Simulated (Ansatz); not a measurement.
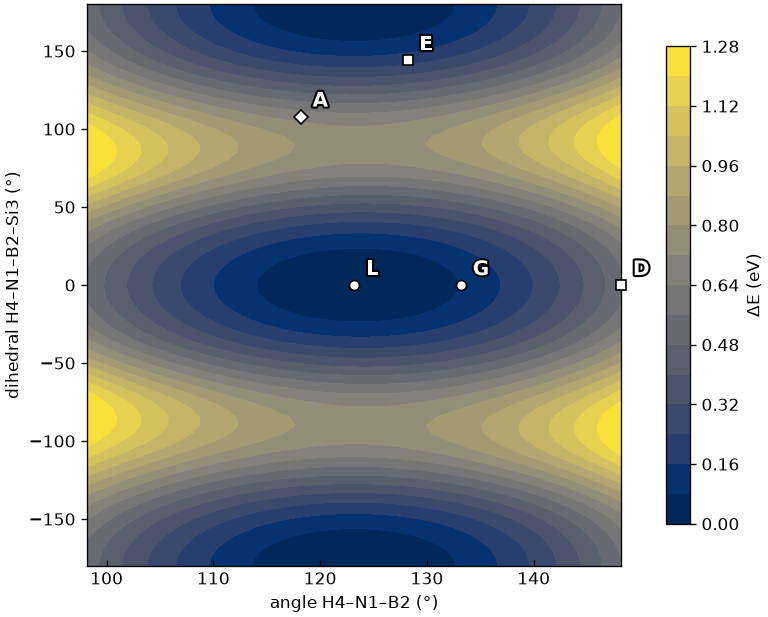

BH₅NSi, SMILES N[B][SiH3], spin multiplicity 2. The first coordinate is: angle H4–N1–B2; the second: dihedral H4–N1–B2–Si3. Nothing is relaxed (all other coordinates rigid). The grid has 11 × 10 points. Points are written as (first, second). Energies: eV, counted from the relaxed molecule at the same level. Computed with UKS PBE0-D4/def2-TZVP in Ansatz.

In the figure: filled contours, lettered points. Between grid points the surface is interpolated.

Is G the lowest point of the computed grid?

No. G lies 0.08 eV above the lowest grid point, which is at (123.2°, −180°).

Rank the lettered points by energy, lowest first.

L (0.0009 eV), G (0.08 eV), E (0.21 eV), D (0.54 eV), A (0.68 eV).
